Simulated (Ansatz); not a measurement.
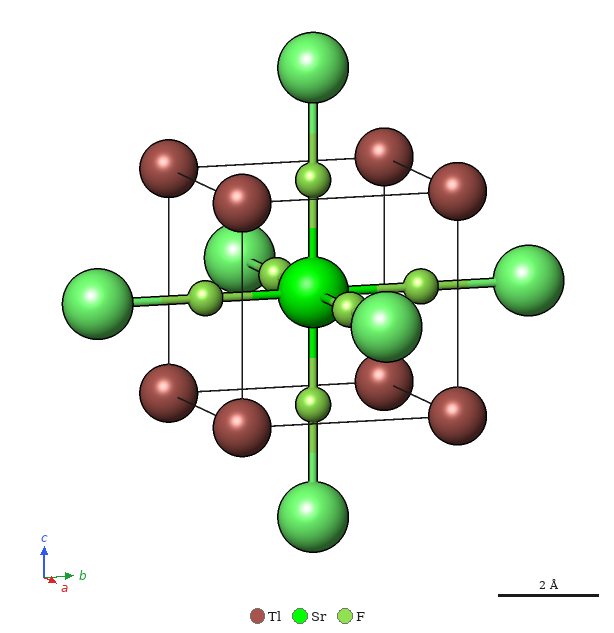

This ball-and-stick model is shown slightly off an axis. Atoms at the boundary of the conventional unit cell (the box) are drawn once for each face, edge or corner they touch. The bonded neighbours beyond the faces are included, in fainter colours.

SrTlF$_{3}$, cubic perovskite with the larger cation on the octahedral site (an inverted filling), space group Pm-3m (No. 221), a = 4.591 Å, b = 4.591 Å, c = 4.591 Å, α = 90.00°, β = 90.00°, γ = 90.00°. Starting structure: a structure type filled with these elements by a generator (whether the compound takes this form wasn't checked). The cell was then strained or its atoms displaced on purpose. Ansatz was used for an electronic-structure calculation on it.

This one geometry was computed with Ansatz (DFT, plane waves, PAW) at three levels of theory: HSE06, r2SCAN and PBE. It was relaxed with r2SCAN and then strained.

Q: Which level gives the highest pressure at this volume, and what does that say about its equilibrium volume?

A: Highest: PBE (6.2 GPa), which points to the largest equilibrium volume. Lowest, with the smallest volume: r2SCAN (4.3 GPa). Levels within 0.5 GPa of each other can't be told apart.

Q: How does the band gap change with the level of theory?

A: PBE: a gap of 4.43 eV, direct; r2SCAN: a gap of 4.90 eV, direct; HSE06: a gap of 5.82 eV, direct.

Q: Collect the results in a table.

A:
| level | cutoff (eV) | k-mesh of the run's cell | gap (eV) | pressure (GPa) |
| --- | --- | --- | --- | --- |
| HSE06 | 420 | 4×4×4 | 5.82 | 5.3 |
| r2SCAN | 500 | 6×6×6 | 4.90 | 4.3 |
| PBE | 420 | 6×6×6 | 4.43 | 6.2 |

Gaps are taken on the k-mesh or band path of each run.
